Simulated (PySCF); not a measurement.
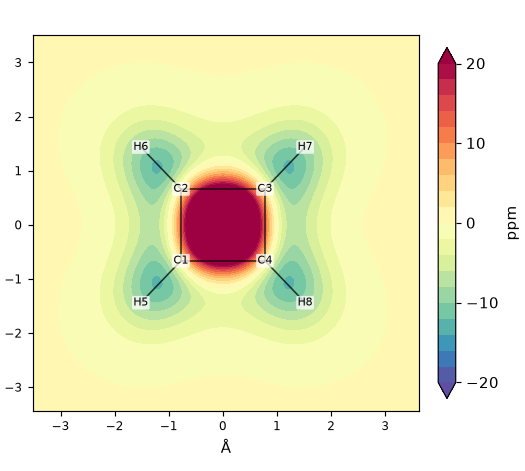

C4H4, SMILES `C1=CC=C1`. NICSzz (the component normal to the ring) 1.0 Å above the plane of the 4-membered ring C1/C2/C3/C4; GIAO shieldings; atoms are projected onto the map; negative values mean shielding.

Level of theory: CAM-B3LYP/def2-SVPD (PySCF), at a geometry from GFN2-xTB. This is a single-reference result, which may miss multireference character in this system. No frequency check shows the geometry to be a minimum.

The calculation's input:

```python
import numpy as np
from pyscf import gto, scf, dft
from pyscf.prop import nmr
from pyscf.data import nist

def solve(mol, dm0=None, hcore=None):
    mf = (dft.UKS if mol.spin else dft.RKS)(mol, xc='camb3lyp')
    mf.grids.level = 3
    mf.conv_tol, mf.max_cycle = 1e-8, 80
    if hcore is not None:
        mf.get_hcore = lambda *args: hcore
    mf.kernel(dm0)
    if not mf.converged:
        mf = mf.newton().run(mf.mo_coeff, mf.mo_occ, max_cycle=30)
    assert mf.converged, 'SCF not converged'
    return mf

mol = gto.M(atom='''
C     -0.77613    -0.66313     0.00000
C     -0.77613     0.66313     0.00000
C      0.77613     0.66313     0.00000
C      0.77613    -0.66313     0.00000
H     -1.51736    -1.43768     0.00000
H     -1.51736     1.43768     0.00000
H      1.51736     1.43768     0.00000
H      1.51736    -1.43768     0.00000
''', basis='def2-svpd', charge=0, spin=0, verbose=4)
mf = solve(mol)
vxc = nmr.rks.get_vxc_giao  # smaller grid blocks
nmr.rks.get_vxc_giao = lambda *a, **k: vxc(*a, **{**k, 'max_memory': 300})
calc = nmr.RKS(mf)
calc.cphf = True
nuclei = calc.kernel()
mo1 = calc.mo10
# ring centres and points 1 angstrom above and below them
points = np.array([
    [0.0000, 0.0000, 0.0000],
    [0.0000, 0.0000, 1.0000],
    [0.0000, 0.0000, -1.0000],
]) / nist.BOHR
mol.atom_coord = lambda i, unit='Bohr': points[i]
idx = range(len(points))
sigma = (calc.dia(shielding_nuc=idx) + calc.para(mo10=mo1, shielding_nuc=idx)[0]) * nist.ALPHA**2 * 1e6
for p, t in zip(points, sigma):
    print('NICS at %8.4f %8.4f %8.4f  %8.2f ppm' % (*(p * nist.BOHR), -t.trace() / 3))
occ = mf.mo_coeff[:, mf.mo_occ > 0]
dm1 = np.array([mf.mo_coeff @ (2 * x) @ occ.T for x in mo1])
np.savez('result.npz', sigma=sigma, nuclei=nuclei, dm0=mf.make_rdm1(), dm1=dm1, e=mf.e_tot, eps=mf.mo_energy, occ=mf.mo_occ)
```

Launched as:

```sh
OMP_NUM_THREADS=1 python input.py
```

The run took 29 s on 1 thread of AMD EPYC 9R45 96-Core Processor (Zen 5) (shared host), peak memory 0.63 GiB.

The script gives the values at the ring points; maps and scans were evaluated afterwards from its response orbitals, outside that time.

**Classify the ring and give its NICS values.**

It is strongly paratropic (antiaromatic): NICS(0) = +30.8, NICS(1) = +20.0, NICS(1)zz = +62.1 ppm. In a four-membered ring the σ bonds add to these values.
